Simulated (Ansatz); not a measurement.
# How fast states decay through KLiC2

A new crystal, KLiC2: structure, gap and complex bands. It is built by putting K for part of the Li in the LiC structure of space group Immm, with the volume rescaled by atomic radii. The parent structure comes from the Materials Project.

Calculated with Ansatz 0.2.0; PBEsol DFT, plane waves, PAW files, in the first sound run; inputs show where later runs differ.

The structure was built from a prototype and need not be the compound's stable phase.

### 1. Set-up

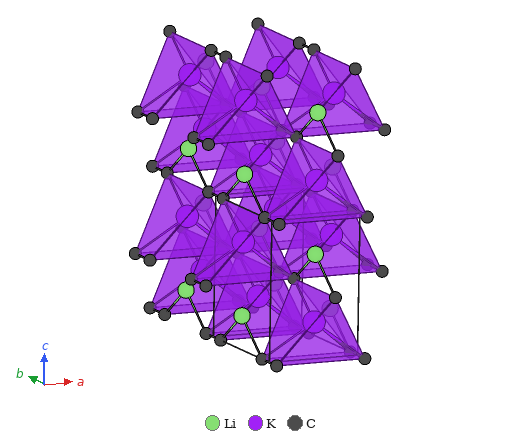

The cell as given, slightly off an axis (lithium green, potassium purple, carbon dark grey). 1×2×2 cells are drawn. This picture shows the conventional cell, with its axes. Some periodic images of atoms are drawn too.

### 2. Relaxing the new crystal

The substituted atoms don't fit the parent's cell, so cell and atoms relax together. A small smearing keeps the run stable in case the gap closes on the way.

File input.yaml:

```yaml
crystal:
  lattice:
    - [-2.0200566721, 2.7008756482, 2.9982848861]
    - [2.0200566721, -2.7008756482, 2.9982848861]
    - [2.0200566721, 2.7008756482, -2.9982848861]
  atoms:
    - { symbol: Li, position: [0.73930556, 0.23930556, 0.5] }
    - { symbol: K, position: [0.26069444, 0.76069444, 0.5] }
    - { symbol: C, position: [0.86974406, 0.0, 0.86974406] }
    - { symbol: C, position: [0.13025594, 0.0, 0.13025594] }
kpoints:
  mp_grid: { grid: [6, 6, 6] }
scf:
  occupations: { method: gaussian, width: 0.03 }
hamiltonian:
  xc: pbesol
output:
  forces: true
  stress: true
relax:
  f_tol: 0.02
  max_steps: 60
  cell: {}
```

Command:

```bash
$ ansatz run input.yaml --threads 2 --pin off --max-ram 4096MiB --backend cpu --events-out ev --progress --plain --runs-dir out
```

Numbers of over 12 decimals in the logs are rounded to 6 here.

The log of the run:

```text
Engine: ansatz 0.2.0, aarch64-unknown-linux-gnu
Pseudopotentials: kind: paw
Pseudopotential: Li, paw, valence charge 3, recommended cutoff 420 eV (normal), Li.paw.azcp
Pseudopotential: K, paw, valence charge 9, recommended cutoff 420 eV (normal), K.paw.azcp
Pseudopotential: C, paw, valence charge 4, recommended cutoff 420 eV (normal), C.paw.azcp
Functional definition: PBEsol
  exchange = pbesol_x
  correlation = pbesol_c
Crystal: 4 atoms, lattice volume = 65.434 Å³
Basis set: ecut = 420 eV, 1281 PW (Γ), exchange–correlation on 64×64×64 points (8 copies of the dense FFT grid, shifted against one another)
Bands: 14, of which v1, the nominal top of the filled ones, is band 10 counted from 1 (9 counted from 0)
Symmetry: 4 space group operations
Space group: Imm2 (ITA 44), of the structure as read, at distance tolerance 4.0e-5 Å
k-points: 46 of 216 (time reversal used)
Non-local potential: Li, projectors of the file, l = 0: 3, l = 1: 2, l = 2: 1
Non-local potential: K, projectors of the file, l = 0: 3, l = 1: 2, l = 2: 2
Non-local potential: C, projectors of the file, l = 0: 2, l = 1: 2, l = 2: 1
PAW form: soft (Blöchl's): semilocal exchange-correlation on the pseudo side does not see the compensation charge
PAW frozen core: K, regenerated for the run's functional, and the local potential with it (the file was generated under x = pbe(κ = 0.804, μ = 0.219515), c = pbe(β = 0.066725))
PAW frozen core: C, regenerated for the run's functional, and the local potential with it (the file was generated under x = pbe(κ = 0.804, μ = 0.219515), c = pbe(β = 0.066725))
PAW one-centre angular grid: Li, 110 points (default); XC on 64 Gauss nodes
PAW one-centre angular grid: K, 110 points (default); XC on 64 Gauss nodes
PAW one-centre angular grid: C, 110 points (default); XC on 64 Gauss nodes
Initial density: superposition of atomic densities (neutral atoms: chi_scale 0, normalization atom), corrected by the library's trained network
Initial wavefunctions: pseudopotential atomic-orbital guess
Functional: x = pbesol(κ = 0.804, μ = 0.123457), c = pbesol(β = 0.046)
SCF iter   1: F=—  HF=-2209.758219 eV  |F-HF|=—  |Δ(HF+E_count)|=         —  Δρ=4.27e-3  dr2=1.14e-2  ethr=1.77e-3  ⟨swp⟩=6.0  Hψ=4008  notcnv=0
preconditioner: auto → none  [insulator: Δε(μ)=2.567 eV  Ē_g=11.676 eV  σ=0.030 eV  W_gap=1.00  n_scr=14 (ndim 8)  ℏωp=18.4 eV  f_vac=0.050  D(μ)=0.00/eV (n_scr^D=0)  ε∞_Penn≈3.5]
SCF iter   2: F=—  HF=-2209.755522 eV  |F-HF|=—  |Δ(HF+E_count)|=   2.70e-3  Δρ=1.44e-3  dr2=8.32e-4  ethr=5.71e-5  ⟨swp⟩=3.0  Hψ=1561  notcnv=0
SCF iter   3: F=—  HF=-2209.755813 eV  |F-HF|=—  |Δ(HF+E_count)|=   2.91e-4  Δρ=6.20e-4  dr2=1.71e-4  ethr=4.16e-6  ⟨swp⟩=2.6  Hψ=1077  notcnv=0
SCF iter   4: F=—  HF=-2209.755920 eV  |F-HF|=—  |Δ(HF+E_count)|=   1.07e-4  Δρ=1.24e-4  dr2=1.26e-5  ethr=8.56e-7  ⟨swp⟩=2.0  Hψ=828  notcnv=0
SCF iter   5: F=—  HF=-2209.755929 eV  |F-HF|=—  |Δ(HF+E_count)|=   8.11e-6  Δρ=2.74e-5  dr2=4.47e-7  ethr=6.29e-8  ⟨swp⟩=2.5  Hψ=953  notcnv=0
SCF iter   6: F=-2209.755929 eV  HF=-2209.755929 eV  |F-HF|=5.85e-9  |Δ(HF+E_count)|=   8.72e-7  Δρ=6.27e-6  dr2=2.85e-8  ethr=5.00e-10  ⟨swp⟩=5.0  Hψ=2296  notcnv=0
SCF 1 converged in 6 iterations: F = -2209.755929 eV  dr2 = 2.85e-8
  greatest PAW one-centre occupation: 0.999 electrons in one spin orbital (limit 2), on the Li atom at site 0 (counted from 0), in its partial waves of l = 0
relax step   1: F+E_penalty+E_count = -2209.75592946 eV  Δ(F+E_penalty+E_count) = +0.000e0 eV  max|allowed force component| = 7.873e0 eV/Å  Δτ_max = 0.0000 Å  P = +0.593 GPa  Ω = 65.434 Å³  (6 SCF iters, dr2 threshold 1.00e-7 eV, accepted)
Crystal: 4 atoms, lattice volume = 73.340 Å³
Basis set: ecut = 420 eV, 1429 PW (Γ), exchange–correlation on 64×64×64 points (8 copies of the dense FFT grid, shifted against one another)
Initial density: handed on by an earlier stage of this run
Initial wavefunctions: those handed on with the density
iter 1 solved again at ethr=9.01e-4 eV; its pass at ethr=3.10e-3 eV (dr2=1.80e-1 eV) is discarded
SCF iter   1: F=—  HF=-2210.722708 eV  |F-HF|=—  |Δ(HF+E_count)|=         —  Δρ=1.66e-2  dr2=1.77e-1  ethr=9.01e-4  ⟨swp⟩=1.0  Hψ=4698  notcnv=0
preconditioner: auto → none  [insulator: Δε(μ)=3.430 eV  Ē_g=12.059 eV  σ=0.030 eV  W_gap=1.00  n_scr=14 (ndim 8)  ℏωp=17.3 eV  f_vac=0.098  D(μ)=0.00/eV (n_scr^D=0)  ε∞_Penn≈3.1]
SCF iter   2: F=—  HF=-2210.678760 eV  |F-HF|=—  |Δ(HF+E_count)|=   4.39e-2  Δρ=6.03e-3  dr2=2.13e-2  ethr=8.87e-4  ⟨swp⟩=2.1  Hψ=1041  notcnv=0
SCF iter   3: F=—  HF=-2210.676172 eV  |F-HF|=—  |Δ(HF+E_count)|=   2.59e-3  Δρ=3.12e-3  dr2=2.53e-3  ethr=1.07e-4  ⟨swp⟩=2.1  Hψ=1017  notcnv=0
SCF iter   4: F=—  HF=-2210.677092 eV  |F-HF|=—  |Δ(HF+E_count)|=   9.20e-4  Δρ=6.61e-4  dr2=1.31e-4  ethr=1.26e-5  ⟨swp⟩=2.1  Hψ=995  notcnv=0
SCF iter   5: F=—  HF=-2210.677174 eV  |F-HF|=—  |Δ(HF+E_count)|=   8.16e-5  Δρ=6.82e-5  dr2=2.69e-6  ethr=6.57e-7  ⟨swp⟩=2.0  Hψ=877  notcnv=0
SCF iter   6: F=-2210.677179 eV  HF=-2210.677179 eV  |F-HF|=5.20e-7  |Δ(HF+E_count)|=   4.58e-6  Δρ=1.69e-5  dr2=2.09e-7  ethr=2.00e-9  ⟨swp⟩=5.0  Hψ=2312  notcnv=0
SCF 2 converged in 6 iterations: F = -2210.677179 eV  dr2 = 2.09e-7
relax step   2: F+E_penalty+E_count = -2210.67717903 eV  Δ(F+E_penalty+E_count) = -9.212e-1 eV  max|allowed force component| = 1.620e0 eV/Å  Δτ_max = 0.0828 Å  P = +1.004 GPa  Ω = 73.340 Å³  energy of the carried Pulay correction = -6.697e-3 eV  (6 SCF iters, dr2 threshold 4.00e-7 eV, accepted)
Crystal: 4 atoms, lattice volume = 77.676 Å³
Basis set: ecut = 420 eV, 1493 PW (Γ), exchange–correlation on 64×64×64 points (8 copies of the dense FFT grid, shifted against one another)
iter 1 solved again at ethr=7.81e-5 eV; its pass at ethr=3.10e-3 eV (dr2=1.56e-2 eV) is discarded
SCF iter   1: F=—  HF=-2210.733821 eV  |F-HF|=—  |Δ(HF+E_count)|=         —  Δρ=5.81e-3  dr2=1.56e-2  ethr=7.81e-5  ⟨swp⟩=1.6  Hψ=4765  notcnv=0
preconditioner: auto → none  [insulator: Δε(μ)=3.348 eV  Ē_g=12.023 eV  σ=0.030 eV  W_gap=1.00  n_scr=14 (ndim 8)  ℏωp=16.9 eV  f_vac=0.103  D(μ)=0.00/eV (n_scr^D=0)  ε∞_Penn≈3.0]
SCF iter   2: F=—  HF=-2210.731084 eV  |F-HF|=—  |Δ(HF+E_count)|=   2.74e-3  Δρ=2.22e-3  dr2=1.86e-3  ethr=7.79e-5  ⟨swp⟩=2.0  Hψ=1012  notcnv=0
SCF iter   3: F=—  HF=-2210.731442 eV  |F-HF|=—  |Δ(HF+E_count)|=   3.59e-4  Δρ=9.35e-4  dr2=3.10e-4  ethr=9.32e-6  ⟨swp⟩=2.0  Hψ=991  notcnv=0
SCF iter   4: F=—  HF=-2210.731601 eV  |F-HF|=—  |Δ(HF+E_count)|=   1.58e-4  Δρ=1.81e-4  dr2=2.29e-5  ethr=1.55e-6  ⟨swp⟩=2.0  Hψ=914  notcnv=0
[...]
relax step  10: F+E_penalty+E_count = -2210.96873788 eV  Δ(F+E_penalty+E_count) = -6.051e-3 eV  max|allowed force component| = 1.416e-1 eV/Å  Δτ_max = 0.0399 Å  P = -0.090 GPa  Ω = 84.314 Å³  energy of the carried Pulay correction = -1.483e-2 eV  (5 SCF iters, dr2 threshold 4.00e-7 eV, accepted)
relax step  11: F+E_penalty+E_count = -2210.96794546 eV  Δ(F+E_penalty+E_count) = +7.924e-4 eV  max|allowed force component| = 1.085e-1 eV/Å  Δτ_max = 0.0164 Å  P = +0.036 GPa  Ω = 84.023 Å³  energy of the carried Pulay correction = -1.463e-2 eV  (5 SCF iters, dr2 threshold 4.00e-7 eV, rejected (line search))
relax step  12: F+E_penalty+E_count = -2210.96756587 eV  Δ(F+E_penalty+E_count) = +1.172e-3 eV  max|allowed force component| = 7.065e-1 eV/Å  Δτ_max = 0.0188 Å  P = -0.576 GPa  Ω = 84.095 Å³  energy of the carried Pulay correction = -1.468e-2 eV  (8 SCF iters, rejected (line search))
relax step  13: F+E_penalty+E_count = -2210.97047075 eV  Δ(F+E_penalty+E_count) = -1.733e-3 eV  max|allowed force component| = 9.096e-3 eV/Å  Δτ_max = 0.0097 Å  P = -0.042 GPa  Ω = 84.085 Å³  energy of the carried Pulay correction = -1.467e-2 eV  (7 SCF iters, accepted)
relax step  14: F+E_penalty+E_count = -2210.97114799 eV  Δ(F+E_penalty+E_count) = -6.772e-4 eV  max|allowed force component| = 6.215e-3 eV/Å  Δτ_max = 0.0126 Å  P = -0.013 GPa  Ω = 83.900 Å³  energy of the carried Pulay correction = -1.454e-2 eV  (5 SCF iters, dr2 threshold 7.63e-8 eV, accepted)
relax step  15: F+E_penalty+E_count = -2211.07727142 eV  Δ(F+E_penalty+E_count) = -1.061e-1 eV  max|allowed force component| = 7.350e-2 eV/Å  Δτ_max = 0.0000 Å  P = +1.090 GPa  Ω = 83.900 Å³  stress off target by 2.07e0 GPa  SCF on the basis re-selected at this cell (its energy is not comparable with the rows above)  (7 SCF iters)
relax step  16: F+E_penalty+E_count = -2211.10285081 eV  Δ(F+E_penalty+E_count) = -2.558e-2 eV  max|allowed force component| = 1.111e-2 eV/Å  Δτ_max = 0.0218 Å  P = +0.530 GPa  Ω = 87.085 Å³  energy of the carried Pulay correction = -2.419e-3 eV  (6 SCF iters, dr2 threshold 4.00e-7 eV, accepted)
relax step  17: F+E_penalty+E_count = -2211.10974882 eV  Δ(F+E_penalty+E_count) = -6.898e-3 eV  max|allowed force component| = 5.355e-2 eV/Å  Δτ_max = 0.0268 Å  P = +0.049 GPa  Ω = 90.108 Å³  energy of the carried Pulay correction = -4.635e-3 eV  (6 SCF iters, dr2 threshold 4.00e-7 eV, accepted)
relax step  18: F+E_penalty+E_count = -2211.10954502 eV  Δ(F+E_penalty+E_count) = +2.038e-4 eV  max|allowed force component| = 2.806e-2 eV/Å  Δτ_max = 0.0077 Å  P = -0.015 GPa  Ω = 90.372 Å³  energy of the carried Pulay correction = -4.823e-3 eV  (5 SCF iters, dr2 threshold 1.79e-7 eV, rejected (line search))
relax step  19: F+E_penalty+E_count = -2211.10974177 eV  Δ(F+E_penalty+E_count) = +7.051e-6 eV  max|allowed force component| = 6.775e-2 eV/Å  Δτ_max = 0.0038 Å  P = +0.071 GPa  Ω = 90.219 Å³  energy of the carried Pulay correction = -4.715e-3 eV  (7 SCF iters, accepted)
relax step  20: F+E_penalty+E_count = -2211.10972237 eV  Δ(F+E_penalty+E_count) = +1.940e-5 eV  max|allowed force component| = 6.134e-3 eV/Å  Δτ_max = 0.0009 Å  P = +0.009 GPa  Ω = 90.307 Å³  energy of the carried Pulay correction = -4.777e-3 eV  (4 SCF iters, dr2 threshold 2.87e-7 eV, accepted)
relax step  21: F+E_penalty+E_count = -2211.11755236 eV  Δ(F+E_penalty+E_count) = -7.830e-3 eV  max|allowed force component| = 9.157e-4 eV/Å  Δτ_max = 0.0000 Å  P = +0.117 GPa  Ω = 90.307 Å³  stress off target by 1.93e-1 GPa  SCF on the basis re-selected at this cell (its energy is not comparable with the rows above)  (7 SCF iters)
relax step  22: F+E_penalty+E_count = -2211.11744390 eV  Δ(F+E_penalty+E_count) = +1.085e-4 eV  max|allowed force component| = 1.022e-3 eV/Å  Δτ_max = 0.0041 Å  P = +0.016 GPa  Ω = 90.974 Å³  energy of the carried Pulay correction = -4.882e-4 eV  (5 SCF iters, dr2 threshold 9.30e-8 eV, accepted)
iter 1 solved again at ethr=1.62e-7 eV; its pass at ethr=3.10e-3 eV (dr2=3.25e-5 eV) is discarded
SCF iter   1: F=—  HF=-2211.117950 eV  |F-HF|=—  |Δ(HF+E_count)|=         —  Δρ=2.86e-5  dr2=1.53e-7  ethr=1.62e-7  ⟨swp⟩=3.1  Hψ=5608  notcnv=0
preconditioner: auto → none  [insulator: Δε(μ)=3.533 eV  Ē_g=11.917 eV  σ=0.030 eV  W_gap=1.00  n_scr=14 (ndim 8)  ℏωp=15.6 eV  f_vac=0.170  D(μ)=0.00/eV (n_scr^D=0)  ε∞_Penn≈2.7]
SCF iter   2: F=—  HF=-2211.117956 eV  |F-HF|=—  |Δ(HF+E_count)|=   5.36e-6  Δρ=1.40e-5  dr2=4.06e-8  ethr=7.63e-10  ⟨swp⟩=2.2  Hψ=1037  notcnv=0
SCF iter   3: F=—  HF=-2211.117959 eV  |F-HF|=—  |Δ(HF+E_count)|=   2.89e-6  Δρ=4.28e-6  dr2=1.28e-8  ethr=2.03e-10  ⟨swp⟩=2.0  Hψ=874  notcnv=0
SCF iter   4: F=—  HF=-2211.117959 eV  |F-HF|=—  |Δ(HF+E_count)|=   1.50e-7  Δρ=4.03e-7  dr2=1.84e-10  ethr=6.41e-11  ⟨swp⟩=2.0  Hψ=833  notcnv=0
SCF iter   5: F=-2211.117959 eV  HF=-2211.117959 eV  |F-HF|=4.50e-10  |Δ(HF+E_count)|=  1.76e-10  Δρ=2.19e-7  dr2=2.71e-11  ethr=1.00e-12  ⟨swp⟩=5.0  Hψ=2316  notcnv=0
SCF 23 converged in 5 iterations: F = -2211.117959 eV  dr2 = 2.71e-11
relax step  23: F+E_penalty+E_count = -2211.11795886 eV  Δ(F+E_penalty+E_count) = -5.150e-4 eV  max|allowed force component| = 1.330e-3 eV/Å  Δτ_max = 0.0000 Å  P = +0.019 GPa  Ω = 90.974 Å³  stress off target by 3.27e-2 GPa  SCF on the basis re-selected at this cell (its energy is not comparable with the rows above)  (5 SCF iters)
basis re-selected at this cell: Δ(F+E_penalty+E_count) = -5.150e-4 eV, ΔP = +0.003 GPa vs the last step (what re-selecting the basis moved, of the pressure what is left beyond the Pulay correction that the steps carried, after the strain that the cell walked since its last selection, with what the two solves' SCF thresholds leave and, on support functions, any second-order correction that the steps lacked; it is no m [...]
SCF converged after 5 iterations
Free energy (F): -2211.117959 eV
Harris-Foulkes:  -2211.117959 eV  (|F-HF|=4.50e-10)
Internal energy: -2211.117959 eV  (E = F + TS)
E sigma→0 (E₀):  -2211.117959 eV
Fermi energy:    2.100244 eV
--- Per-component energies (eV) ---
  E_band       = -237.229639
  E_kinetic    = 447.475800
  E_local      = -1176.897906  (includes V_loc(G=0)·N_el)
  E_nonlocal   = 36.846861
  E_hartree    = 400.757648
  E_xc         = -236.964686
  E_vxc        = -292.589023  (∫ρ·V_xc dr)
  E_paw        = -971.328427  (= ΣΔE_a)
  E_vpaw       = -53.580715  (= ΣTr[D̂ρ^β])
  E_aug_tail   = 0.000020  (compensation charges beyond the density's cutoff)
  E_ewald      = -711.157355
  E_core_change = 0.150086  (= ΣΔE_core)
  E_smearing   = -0.000000  (= −TS)
  E_closure    = -0.000000  (closes the sum)
  Σ components = -2211.117959   (vs F -2211.117959, Δ=0.00e0)
--- Forces (eV/Å), atoms counted from 1 ---
  atom   1  Li     0.00000000     0.00000000     0.00011763
  atom   2  K      0.00000000     0.00000000     0.00115209
  atom   3  C      0.00000000     0.00133018    -0.00063637
  atom   4  C      0.00000000    -0.00133018    -0.00063637
  max |Σ_I F_I| component: 3.01e-6 eV/Å
--- Stress (GPa, compression-positive) ---
        0.032731       0.000000       0.000000
        0.000000       0.009040       0.000000
        0.000000       0.000000       0.014952
  P = ⅓ Tr σ = 0.0189 GPa (0.189 kbar)
--- Relaxed structure (20 steps of the walk, 17 accepted, 3 SCFs on fresh bases) ---
  F+E_penalty+E_count = -2211.11795886 eV   max|allowed force component| = 1.330e-3 eV/Å   (the final SCF, on the basis selected at the relaxed cell)
  cell:  # Å, volume = 90.9744 Å³
    - [-2.623283, 2.529864, 3.427023]
    - [2.623283, -2.529864, 3.427023]
    - [2.623283, 2.529864, -3.427023]
  atoms:
    - { symbol: Li, position: [0.667438, 0.167438, 0.5] }
    - { symbol: K, position: [0.225662, 0.725662, 0.5] }
    - { symbol: C, position: [0.929137, 0.053450, 0.875687] }
    - { symbol: C, position: [0.177763, 0.053450, 0.124313] }
```

Wall time 43 s (2 threads of Arm Neoverse V2, shared host); peak memory 0.4 GiB; 83 s of CPU time.

The steps of the relaxation (22 of 23):

```tsv
step	energy less that of the first step (eV)	largest force component (eV/Å)	pressure (GPa)	volume (Å³)
1	0.0000	7.8730	0.59	65.43
2	-0.9212	1.6199	1.00	73.34
3	-0.9757	1.1863	1.31	77.68
4	-0.9886	0.1969	-0.24	78.89
5	-0.9968	0.2134	-0.31	78.93
6	-1.0572	0.1514	0.00	79.21
7	-1.1410	0.2299	1.02	80.05
8	-1.1981	0.1488	0.80	83.41
9	-1.2068	0.0960	0.45	83.79
10	-1.2128	0.1416	-0.09	84.31
11	-1.2120	0.1085	0.04	84.02
13	-1.2145	0.0091	-0.04	84.08
14	-1.2152	0.0062	-0.01	83.90
15*	-1.3213	0.0735	1.09	83.90
16	-1.3469	0.0111	0.53	87.08
17	-1.3538	0.0536	0.05	90.11
18	-1.3536	0.0281	-0.01	90.37
19	-1.3538	0.0677	0.07	90.22
20	-1.3538	0.0061	0.01	90.31
21*	-1.3616	0.0009	0.12	90.31
22	-1.3615	0.0010	0.02	90.97
23*	-1.3620	0.0013	0.02	90.97
```

Relaxation steps marked * repeat the geometry before them on a plane-wave basis chosen anew for their cell, so energy and pressure can jump there. Other such steps can lie between the rows shown. Relaxation steps 11, 12, 18 were tried and not accepted.

Forces are held to the 4 operations that the run works with; a distortion that breaks them can't arise in this run.

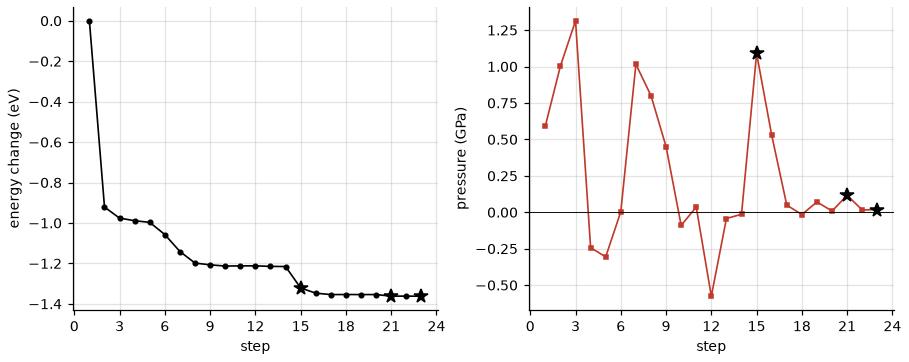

Energy and pressure along the relaxation. Stars mark steps on a basis chosen anew.

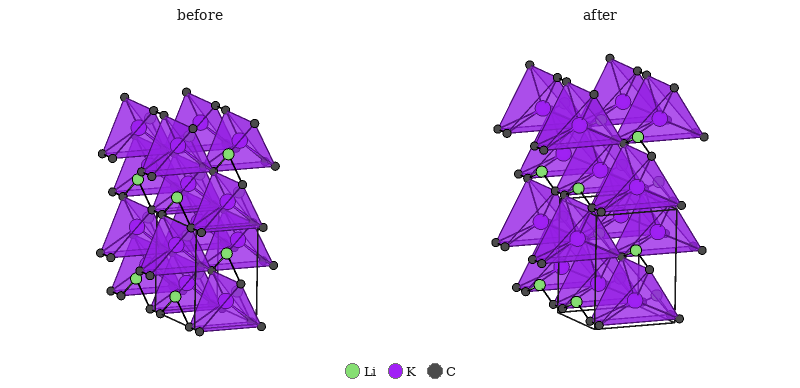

The structure before and after the relaxation, drawn at the same scale.

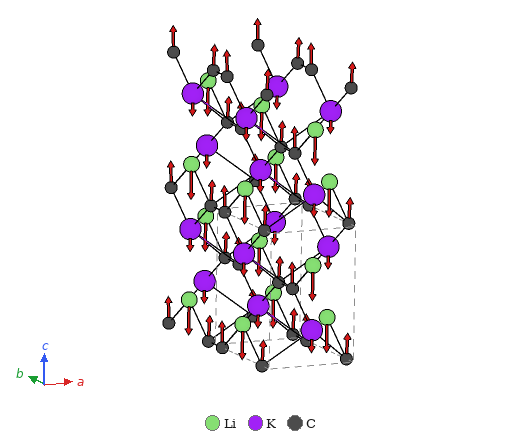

Displacements in the relaxation, exaggerated, measured against the changing cell; the longest in the cell stands for 0.49 Å. 1×2×2 conventional cells are drawn. Some periodic images of atoms are drawn too.

```tsv
cell as run	before	after	change
a (Å)	4.513	5.003	+10.9 %
b (Å)	4.513	5.003	+10.9 %
c (Å)	4.513	5.003	+10.9 %
α (°)	126.82	116.75	-7.9 %
β (°)	106.48	119.24	+12.0 %
γ (°)	96.73	93.52	-3.3 %
volume (Å³/atom)	16.36	22.74	+39.0 %
```

The atoms that moved most (Å, as changes of fractional coordinates times the final cell):

```tsv
atom	dx	dy	dz	length
Li1	0.000	0.000	-0.493	0.493
C4	0.000	-0.030	0.366	0.368
C3	0.000	0.030	0.366	0.368
K2	0.000	0.000	-0.240	0.240
```

The relaxed structure:

```xyz
4
Lattice="-2.6233 2.5299 3.4270 2.6233 -2.5299 3.4270 2.6233 2.5299 -3.4270" Properties=species:S:1:pos:R:3 pbc="T T T"
Li    0.0000    2.5299    1.1476
K     2.6233    0.0000    1.5467
C     0.0000    4.4307    0.3663
C     0.0000    0.6290    0.3663
```

Numbers from this step:

```yaml
free_energy: -2211.1180 eV
fermi_energy: 2.100 eV
pressure: 0.01891 GPa
```

The largest force component on a free atom ends at 0.0013 eV/Å.

(Part 1 of 3 ends here.)

[Logs are printed without paths, hosts, clocks, repeated set-up lines and the standing remarks that a program may print on its own settings, such as how far it seeks lower states.]

[Hosts, paths, dates, database ids (printed as entryN), source tags and the programs' standing remarks are cut or masked in the printed files.]

[New means built here by substitution; the compound itself may be known and measured.]
